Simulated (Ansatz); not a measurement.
# GaH8NOSi: two geometries relaxed, part 2 of 2

Are the two ends of the reaction (exchange4) separate minima, and which lies lower? Each is relaxed from a guess. Meant to form: Ga1–O6, H5–N2; to break: Ga1–N2, H5–O6. The start is a guess near the saddle point, from which both ends are pulled out.

Ansatz 0.2.0; RKS PBE/def2-SVP.

## Step 5: Pulling towards end B

Springs on the bonds that form and break draw the guess towards this end; the thresholds are loose.

Contents of input.yaml:

```yaml
crystal:
  periodic: [false, false, false]
  atoms:
    - { symbol: Ga, position_ang: [1.6324, -0.7617, 0.5305] }
    - { symbol: "N", position_ang: [1.3805, 0.8887, -0.9797] }
    - { symbol: H, position_ang: [1.8725, -2.1427, -0.123] }
    - { symbol: H, position_ang: [2.1791, -0.2752, 1.8937] }
    - { symbol: H, position_ang: [0.2011, 0.5229, -0.4583] }
    - { symbol: O, position_ang: [-0.4827, -0.2063, 0.343] }
    - { symbol: Si, position_ang: [-2.0994, -0.1771, 0.3888] }
    - { symbol: H, position_ang: [1.3802, 0.7497, -1.983] }
    - { symbol: H, position_ang: [1.5574, 1.8661, -0.782] }
    - { symbol: H, position_ang: [-2.4802, 1.2397, 0.4472] }
    - { symbol: H, position_ang: [-2.5483, -0.9109, 1.5707] }
    - { symbol: H, position_ang: [-2.5927, -0.7931, -0.8479] }
basis:
  gaussian: { orbitals: def2-SVP }
hamiltonian:
  xc: pbe
relax:
  f_tol: 0.15
  max_steps: 25
  restrain:
    - { distance: [0, 5], at: 1.88, k: 30.0 }
    - { distance: [4, 1], at: 1.02, k: 30.0 }
    - { distance: [0, 1], at: 3.23, k: 30.0 }
    - { distance: [4, 5], at: 2.27, k: 30.0 }
```

Run with:

```bash
$ ansatz run input.yaml --threads 2 --pin off --max-ram 3072MiB --backend cpu --events-out ev --progress --plain --runs-dir out
```

Output:

```text
Warning: RAYON_NUM_THREADS=2 ignored (pool sized by the plan → 2); use --threads N
The last accepted step is kept in <dir> (removed where the run ends without a failure and the disk answers)
Engine: ansatz 0.2.0, aarch64-unknown-linux-gnu
Functional definition: PBE
  parameter kappa = 0.804
  parameter beta = 0.06672455060314922
  exchange = pbe_x(kappa = kappa, mu = beta*pi^2/3)
  correlation = pbe_c(beta = beta)
1330 factors; their error is unknown
mean field evaluation 1: about -63883.2205 eV, gradient 8.1e1 eV
mean field evaluation 2: about -63809.6787 eV, gradient 1.8e2 eV
mean field evaluation 4: about -63894.5279 eV, gradient 2.2e1 eV
mean field evaluation 8: about -63895.4346 eV, gradient 3.8e-1 eV
mean field evaluation 16: about -63895.3611 eV, gradient 3.0e-4 eV
mean field -63895.36113009 eV, -2348.1112116994 hartree, gradient 1.5e-5 eV, S^2 0.000000; 0 other end points of the search recorded, 0 dependent functions left out
the calculation of the forces begins
reference -63895.36117828 eV, -2348.1112134704 hartree; 34, 34 occupied and 84, 84 virtual orbitals, 1330 factors
relax step   1: F+E_penalty+E_count = -63895.36113009 eV  Δ(F+E_penalty+E_count) = +0.000e0 eV  max|allowed force component| = 3.374e0 eV/Å  E_restraint = 32.06354022 eV  max|allowed force component, restraints' pulls added| = 2.518e1 eV/Å  Δτ_max = 0.0000 Å  (29 SCF iters, accepted)
  distance Ga 0 - O 5 = 2.1948 Å
  distance H 4 - N 1 = 1.3404 Å
  distance Ga 0 - N 1 = 2.2512 Å
  distance H 4 - O 5 = 1.2812 Å
these checks for a lower state are left out or cut short: starts, cluster_reference, orbital_swaps, neighbouring_geometries, increment
1330 factors; their error is unknown
mean field -63895.31709711 eV, -2348.1095935173 hartree, gradient 8.6e-6 eV, S^2 0.000000; 0 other end points of the search recorded, 0 dependent functions left out
the calculation of the forces begins
reference -63895.31714553 eV, -2348.1095952967 hartree; 34, 34 occupied and 84, 84 virtual orbitals, 1330 factors
relax step   2: F+E_penalty+E_count = -63895.31709711 eV  Δ(F+E_penalty+E_count) = +4.403e-2 eV  max|allowed force component| = 3.500e0 eV/Å  E_restraint = 14.68093135 eV  max|allowed force component, restraints' pulls added| = 1.595e1 eV/Å  Δτ_max = 0.1966 Å  (35 SCF iters, accepted)
  distance Ga 0 - O 5 = 2.1159 Å
  distance H 4 - N 1 = 1.1686 Å
  distance Ga 0 - N 1 = 2.5632 Å
  distance H 4 - O 5 = 1.5944 Å
these checks for a lower state are left out or cut short: starts, cluster_reference, orbital_swaps, neighbouring_geometries, increment
1330 factors; their error is unknown
mean field evaluation 32: about -63895.3794 eV, gradient 3.4e-5 eV
mean field -63895.37943840 eV, -2348.1118845176 hartree, gradient 2.7e-5 eV, S^2 0.000000; 0 other end points of the search recorded, 0 dependent functions left out
the calculation of the forces begins
reference -63895.37948626 eV, -2348.1118862763 hartree; 34, 34 occupied and 84, 84 virtual orbitals, 1330 factors
relax step   3: F+E_penalty+E_count = -63895.37943840 eV  Δ(F+E_penalty+E_count) = -6.234e-2 eV  max|allowed force component| = 2.339e0 eV/Å  E_restraint = 4.70397126 eV  max|allowed force component, restraints' pulls added| = 7.641e0 eV/Å  Δτ_max = 0.1948 Å  (34 SCF iters, accepted)
  distance Ga 0 - O 5 = 2.0177 Å
  distance H 4 - N 1 = 1.0174 Å
  distance Ga 0 - N 1 = 2.8100 Å
  distance H 4 - O 5 = 1.9261 Å
these checks for a lower state are left out or cut short: starts, cluster_reference, orbital_swaps, neighbouring_geometries, increment
1330 factors; their error is unknown
mean field -63895.34024161 eV, -2348.1104440622 hartree, gradient 2.6e-5 eV, S^2 0.000000; 0 other end points of the search recorded, 0 dependent functions left out
the calculation of the forces begins
reference -63895.34028937 eV, -2348.1104458170 hartree; 34, 34 occupied and 84, 84 virtual orbitals, 1330 factors
relax step   4: F+E_penalty+E_count = -63895.34024161 eV  Δ(F+E_penalty+E_count) = +3.920e-2 eV  max|allowed force component| = 1.178e0 eV/Å  E_restraint = 0.32089066 eV  max|allowed force component, restraints' pulls added| = 2.026e0 eV/Å  Δτ_max = 0.1906 Å  (35 SCF iters, accepted)
  distance Ga 0 - O 5 = 1.8893 Å
  distance H 4 - N 1 = 1.0003 Å
  distance Ga 0 - N 1 = 3.0976 Å
  distance H 4 - O 5 = 2.2118 Å
these checks for a lower state are left out or cut short: starts, cluster_reference, orbital_swaps, neighbouring_geometries, increment
1330 factors; their error is unknown
mean field -63895.58046699 eV, -2348.1192721818 hartree, gradient 6.8e-6 eV, S^2 0.000000; 0 other end points of the search recorded, 0 dependent functions left out
the calculation of the forces begins
reference -63895.58051532 eV, -2348.1192739581 hartree; 34, 34 occupied and 84, 84 virtual orbitals, 1330 factors
relax step   5: F+E_penalty+E_count = -63895.58046699 eV  Δ(F+E_penalty+E_count) = -2.402e-1 eV  max|allowed force component| = 1.356e0 eV/Å  E_restraint = 0.03397145 eV  max|allowed force component, restraints' pulls added| = 1.489e0 eV/Å  Δτ_max = 0.1929 Å  (30 SCF iters, accepted)
  distance Ga 0 - O 5 = 1.8551 Å
  distance H 4 - N 1 = 1.0466 Å
  distance Ga 0 - N 1 = 3.2010 Å
  distance H 4 - O 5 = 2.2795 Å
these checks for a lower state are left out or cut short: starts, cluster_reference, orbital_swaps, neighbouring_geometries, increment
1330 factors; their error is unknown
mean field -63895.71380518 eV, -2348.1241722699 hartree, gradient 2.6e-5 eV, S^2 0.000000; 0 other end points of the search recorded, 0 dependent functions left out
the calculation of the forces begins
reference -63895.71385458 eV, -2348.1241740855 hartree; 34, 34 occupied and 84, 84 virtual orbitals, 1330 factors
relax step   6: F+E_penalty+E_count = -63895.71380518 eV  Δ(F+E_penalty+E_count) = -1.333e-1 eV  max|allowed force component| = 1.244e0 eV/Å  E_restraint = 0.01072866 eV  max|allowed force component, restraints' pulls added| = 1.095e0 eV/Å  Δτ_max = 0.2000 Å  (33 SCF iters, accepted)
  distance Ga 0 - O 5 = 1.8719 Å
  distance H 4 - N 1 = 1.0327 Å
  distance Ga 0 - N 1 = 3.2095 Å
  distance H 4 - O 5 = 2.2782 Å
these checks for a lower state are left out or cut short: starts, cluster_reference, orbital_swaps, neighbouring_geometries, increment
1330 factors; their error is unknown
mean field evaluation 64: about -63895.7783 eV, gradient 4.5e-6 eV
mean field -63895.77826930 eV, -2348.1265412826 hartree, gradient 4.5e-6 eV, S^2 0.000000; 0 other end points of the search recorded, 0 dependent functions left out
the calculation of the forces begins
reference -63895.77831872 eV, -2348.1265430990 hartree; 34, 34 occupied and 84, 84 virtual orbitals, 1330 factors
relax step   7: F+E_penalty+E_count = -63895.77826930 eV  Δ(F+E_penalty+E_count) = -6.446e-2 eV  max|allowed force component| = 8.165e-1 eV/Å  E_restraint = 0.01529904 eV  max|allowed force component, restraints' pulls added| = 2.777e-1 eV/Å  Δτ_max = 0.2000 Å  (30 SCF iters, accepted)
  distance Ga 0 - O 5 = 1.8565 Å
  distance H 4 - N 1 = 1.0263 Å
  distance Ga 0 - N 1 = 3.2098 Å
  distance H 4 - O 5 = 2.2749 Å
these checks for a lower state are left out or cut short: starts, cluster_reference, orbital_swaps, neighbouring_geometries, increment
1330 factors; their error is unknown
mean field -63895.78963823 eV, -2348.1269590832 hartree, gradient 6.8e-6 eV, S^2 0.000000; 0 other end points of the search recorded, 0 dependent functions left out
the calculation of the forces begins
reference -63895.78968762 eV, -2348.1269608984 hartree; 34, 34 occupied and 84, 84 virtual orbitals, 1330 factors
relax step   8: F+E_penalty+E_count = -63895.78963823 eV  Δ(F+E_penalty+E_count) = -1.137e-2 eV  max|allowed force component| = 6.019e-1 eV/Å  E_restraint = 0.01252529 eV  max|allowed force component, restraints' pulls added| = 1.147e-1 eV/Å  Δτ_max = 0.2000 Å  (29 SCF iters, accepted)
  distance Ga 0 - O 5 = 1.8577 Å
  distance H 4 - N 1 = 1.0275 Å
  distance Ga 0 - N 1 = 3.2134 Å
  distance H 4 - O 5 = 2.2721 Å
1330 factors; their error is unknown
mean field -63895.78963823 eV, -2348.1269590832 hartree, gradient 1.4e-5 eV, S^2 0.000000; 1 other end points of the search recorded, 0 dependent functions left out
the calculation of the forces begins
reference -63895.78968762 eV, -2348.1269608984 hartree; 34, 34 occupied and 84, 84 virtual orbitals, 1330 factors
Total energy: -63895.78968762 eV, -2348.1269608984 hartree
Atom 0 at     1.316606    -1.140035     0.926702 Å, force    -0.601857     0.556999    -0.547012 eV/Å
Atom 1 at     1.420272     1.190482    -1.283284 Å, force     0.164196    -0.276001     0.313541 eV/Å
Atom 2 at     1.633521    -2.351988    -0.022848 Å, force    -0.015060     0.002062     0.037950 eV/Å
Atom 3 at     2.094721    -0.501591     2.128426 Å, force     0.008429     0.023327    -0.004807 eV/Å
Atom 4 at     0.504686     1.093598    -0.827038 Å, force    -0.126927     0.011663     0.010865 eV/Å
Atom 5 at    -0.357840    -0.375507     0.676402 Å, force     0.470837    -0.234326     0.181575 eV/Å
Atom 6 at    -2.004548    -0.325613     0.491662 Å, force     0.106257    -0.022528    -0.000681 eV/Å
Atom 7 at     1.263886     1.133473    -2.297447 Å, force     0.024144    -0.021117     0.027608 eV/Å
Atom 8 at     1.753043     2.141529    -1.080745 Å, force     0.003394    -0.004481    -0.038168 eV/Å
Atom 9 at    -2.436509     1.114987     0.370189 Å, force    -0.020551     0.000783    -0.002817 eV/Å
Atom 10 at    -2.720429    -0.933140     1.671076 Å, force    -0.014014    -0.017365     0.020211 eV/Å
Atom 11 at    -2.467509    -1.046095    -0.753096 Å, force     0.001152    -0.019016     0.001735 eV/Å
Dipole moment:     0.166992     0.187488    -0.182678 e Å
```

It took 40 s on 2 threads of Arm Neoverse N1, shared host; peak memory 0.16 GiB.

Step by step:

```
step  energy from step 1 (eV)  largest force component (eV/Å)
   1                   0.0000                          3.3745
   2                   0.0440                          3.4999
   3                  -0.0183                          2.3392
   4                   0.0209                          1.1780
   5                  -0.2193                          1.3556
   6                  -0.3527                          1.2441
   7                  -0.4171                          0.8165
   8                  -0.4285                          0.6019
```

Step 1 is the start. Energies and forces in the table leave out the springs, which the log lists apart; the run stops on the force with the springs' pull added.

After: Bond lengths: Ga1–H3 1.572 Å, Ga1–H4 1.568 Å, N2–H5 1.028 Å, Ga1–O6 1.858 Å, O6–Si7 1.658 Å, N2–H8 1.028 Å, N2–H9 1.028 Å, Si7–H10 1.509 Å, Si7–H11 1.508 Å, Si7–H12 1.511 Å. Angles: H3–Ga1–H4 132.6°, H3–Ga1–O6 114.7°, H4–Ga1–O6 112.5°, H5–N2–H8 107.3°, H5–N2–H9 106.8°, H8–N2–H9 107.2°, Ga1–O6–Si7 157.3°, O6–Si7–H10 108.8°, O6–Si7–H11 111.9°, O6–Si7–H12 112.4°, H10–Si7–H11 108.2°, H10–Si7–H12 107.5°, H11–Si7–H12 107.9°.

Pairs that crossed the distance rule for bonds on the way: came closer N2–H5; moved apart Ga1–N2.

## Step 6: Relaxing end B

It starts where the restrained run ended.

Contents of input.yaml:

```yaml
crystal:
  periodic: [false, false, false]
  atoms:
    - { symbol: Ga, position_ang: [1.316606, -1.140035, 0.926702] }
    - { symbol: "N", position_ang: [1.420272, 1.190482, -1.283284] }
    - { symbol: H, position_ang: [1.633521, -2.351988, -0.022848] }
    - { symbol: H, position_ang: [2.094721, -0.501591, 2.128426] }
    - { symbol: H, position_ang: [0.504686, 1.093598, -0.827038] }
    - { symbol: O, position_ang: [-0.35784, -0.375507, 0.676402] }
    - { symbol: Si, position_ang: [-2.004548, -0.325613, 0.491662] }
    - { symbol: H, position_ang: [1.263886, 1.133473, -2.297447] }
    - { symbol: H, position_ang: [1.753043, 2.141529, -1.080745] }
    - { symbol: H, position_ang: [-2.436509, 1.114987, 0.370189] }
    - { symbol: H, position_ang: [-2.720429, -0.93314, 1.671076] }
    - { symbol: H, position_ang: [-2.467509, -1.046095, -0.753096] }
basis:
  gaussian: { orbitals: def2-SVP }
hamiltonian:
  xc: pbe
relax:
  f_tol: 0.03
  max_steps: 50
```

Run with:

```bash
$ ansatz run input.yaml --threads 2 --pin off --max-ram 3072MiB --backend cpu --events-out ev --progress --plain --runs-dir out
```

Output, shortened:

```text
Warning: RAYON_NUM_THREADS=2 ignored (pool sized by the plan → 2); use --threads N
[...]
[... 1 set-up line as earlier in the session ...]
[...]
1330 factors; their error is unknown
[...]
mean field -63895.78964547 eV, -2348.1269593493 hartree, gradient 2.5e-5 eV, S^2 0.000000; 0 other end points of the search recorded, 0 dependent functions left out
[...]
reference -63895.78969498 eV, -2348.1269611688 hartree; 34, 34 occupied and 84, 84 virtual orbitals, 1330 factors
relax step   1: F+E_penalty+E_count = -63895.78964547 eV  Δ(F+E_penalty+E_count) = +0.000e0 eV  max|allowed force component| = 6.018e-1 eV/Å  Δτ_max = 0.0000 Å  (29 SCF iters, accepted)
[...]
relax step   5: F+E_penalty+E_count = -63896.51382811 eV  Δ(F+E_penalty+E_count) = -3.785e-2 eV  max|allowed force component| = 1.073e0 eV/Å  Δτ_max = 0.1938 Å  (29 SCF iters, accepted)
[...]
relax step   9: F+E_penalty+E_count = -63896.60541540 eV  Δ(F+E_penalty+E_count) = -1.258e-2 eV  max|allowed force component| = 1.500e-1 eV/Å  Δτ_max = 0.0983 Å  (28 SCF iters, accepted)
[...]
relax step  13: F+E_penalty+E_count = -63896.62236354 eV  Δ(F+E_penalty+E_count) = -8.607e-4 eV  max|allowed force component| = 1.261e-2 eV/Å  Δτ_max = 0.0383 Å  (28 SCF iters, accepted)
[...]
relax step  15: F+E_penalty+E_count = -63896.62317651 eV  Δ(F+E_penalty+E_count) = -3.788e-4 eV  max|allowed force component| = 9.349e-2 eV/Å  Δτ_max = 0.0616 Å  (28 SCF iters, accepted)
[...]
relax step  16: F+E_penalty+E_count = -63896.62356647 eV  Δ(F+E_penalty+E_count) = -3.900e-4 eV  max|allowed force component| = 6.330e-2 eV/Å  Δτ_max = 0.0397 Å  (28 SCF iters, accepted)
[...]
1330 factors; their error is unknown
[...]
```

## Step 7: The log goes on: end point B relaxed

The log, continued, shortened:

```text
mean field -63896.62400273 eV, -2348.1576214131 hartree, gradient 2.2e-5 eV, S^2 0.000000; 0 other end points of the search recorded, 0 dependent functions left out
[...]
reference -63896.62404958 eV, -2348.1576231348 hartree; 34, 34 occupied and 84, 84 virtual orbitals, 1330 factors
relax step  17: F+E_penalty+E_count = -63896.62400273 eV  Δ(F+E_penalty+E_count) = -4.363e-4 eV  max|allowed force component| = 6.033e-2 eV/Å  Δτ_max = 0.0686 Å  (27 SCF iters, accepted)
[...]
relax step  19: F+E_penalty+E_count = -63896.62470480 eV  Δ(F+E_penalty+E_count) = -4.748e-4 eV  max|allowed force component| = 4.668e-2 eV/Å  Δτ_max = 0.0128 Å  (29 SCF iters, accepted)
[...]
relax step  21: F+E_penalty+E_count = -63896.62545941 eV  Δ(F+E_penalty+E_count) = -3.207e-4 eV  max|allowed force component| = 2.661e-2 eV/Å  Δτ_max = 0.0530 Å  (28 SCF iters, accepted)
[...]
Atom 2 at     1.301644    -1.899095    -0.745143 Å, force    -0.003972     0.000484     0.004805 eV/Å
Atom 3 at     1.810743    -0.465036     1.633658 Å, force    -0.005795    -0.005552    -0.000037 eV/Å
Atom 4 at     0.748576     1.469648    -0.963892 Å, force     0.001618     0.002025    -0.002012 eV/Å
Atom 5 at    -0.642928     0.034410     0.186554 Å, force    -0.018330    -0.007095     0.004601 eV/Å
Atom 6 at    -2.186599    -0.397370     0.607573 Å, force     0.004128    -0.010730     0.004250 eV/Å
Atom 7 at     2.017593     0.831975    -1.849913 Å, force    -0.003257     0.002723     0.007736 eV/Å
Atom 8 at     2.326407     1.671838    -0.441568 Å, force    -0.005570    -0.006507    -0.003364 eV/Å
Atom 9 at    -3.137919     0.698133     0.188838 Å, force     0.005562    -0.008543     0.004552 eV/Å
Atom 10 at    -2.352098    -0.599960     2.099211 Å, force     0.003587     0.004582    -0.025251 eV/Å
Atom 11 at    -2.640258    -1.676240    -0.065701 Å, force     0.007297     0.020242     0.010931 eV/Å
Dipole moment:     0.706816     0.674443    -0.549911 e Å
```

Run time: 1.9 min. Hardware: 2 threads of Arm Neoverse N1, shared host; peak memory 0.17 GiB.

Step by step:

| step | energy from step 1 (eV) | largest force component (eV/Å) |
| --- | --- | --- |
| 1 | 0.0000 | 0.6018 |
| 2 | -0.2004 | 0.4342 |
| 3 | -0.4571 | 0.4782 |
| 4 | -0.6863 | 0.3994 |
| 5 | -0.7242 | 1.0733 |
| 6 | -0.7734 | 0.3154 |
| 7x | -0.7144 | 0.4870 |
| 8 | -0.8032 | 0.1177 |
| 9 | -0.8158 | 0.1500 |
| 10 | -0.8221 | 0.2491 |
| 11 | -0.8255 | 0.2860 |
| 12 | -0.8319 | 0.1327 |
| 13 | -0.8327 | 0.0126 |
| 14 | -0.8332 | 0.0634 |
| 15 | -0.8335 | 0.0935 |
| 16 | -0.8339 | 0.0633 |
| 17 | -0.8344 | 0.0603 |
| 18 | -0.8346 | 0.0676 |
| 19 | -0.8351 | 0.0467 |
| 20 | -0.8355 | 0.0134 |
| 21 | -0.8358 | 0.0266 |
| 22x | -0.8355 | 0.0927 |
| 23 | -0.8361 | 0.0399 |
| 24x | -0.8360 | 0.0555 |
| 25 | -0.8362 | 0.0339 |
| 26 | -0.8362 | 0.0311 |
| 27 | -0.8363 | 0.0253 |

Step 1 is the start. 3 steps were tried and not accepted (marked x).

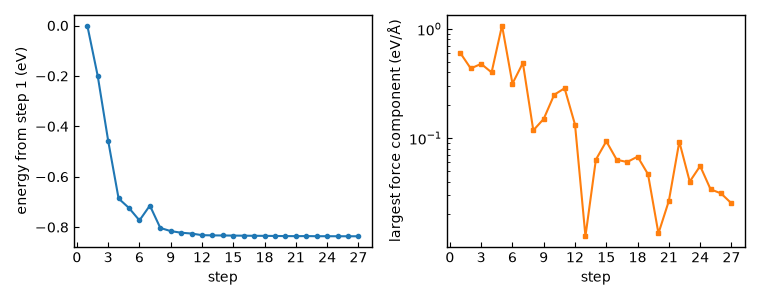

Energy and largest force along the relaxation.

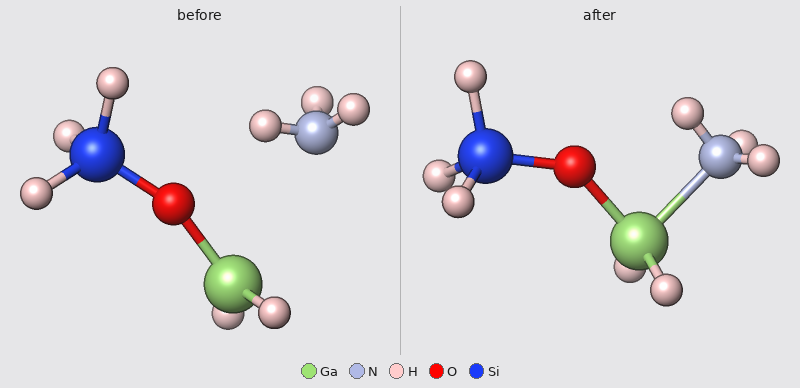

The structure before (left) and after (right), drawn at the same scale.

After: Bond lengths: Ga1–N2 2.140 Å, Ga1–H3 1.583 Å, Ga1–H4 1.583 Å, N2–H5 1.034 Å, Ga1–O6 1.867 Å, O6–Si7 1.657 Å, N2–H8 1.028 Å, N2–H9 1.028 Å, Si7–H10 1.510 Å, Si7–H11 1.514 Å, Si7–H12 1.515 Å. Angles (14 of 19 angles, heavy atoms first): N2–Ga1–O6 86.1°, Ga1–O6–Si7 138.6°, Ga1–N2–H5 97.5°, Ga1–N2–H8 116.3°, Ga1–N2–H9 116.4°, N2–Ga1–H3 103.6°, N2–Ga1–H4 103.2°, H3–Ga1–O6 113.9°, H4–Ga1–O6 113.7°, O6–Si7–H10 109.1°, O6–Si7–H11 112.8°, O6–Si7–H12 112.7°, H5–N2–H8 108.5°, H5–N2–H9 108.6°.

Pairs that crossed the distance rule for bonds on the way: came closer Ga1–N2.

## Step 8: Outcome

The summary covers parts 1 to 2.

| quantity | value |
| --- | --- |
| end A | 26 moves, 1.130 eV lower |
| end B | 23 moves, 0.836 eV lower |
| largest difference between the ends | 0.12 Å |
| end B relative to end A | -0.000 eV |

**Reading.** Both starts fell into the same minimum (no atom differs by more than 0.12 Å), so from this start no second minimum was found and no band was run; another arrangement could still be one.
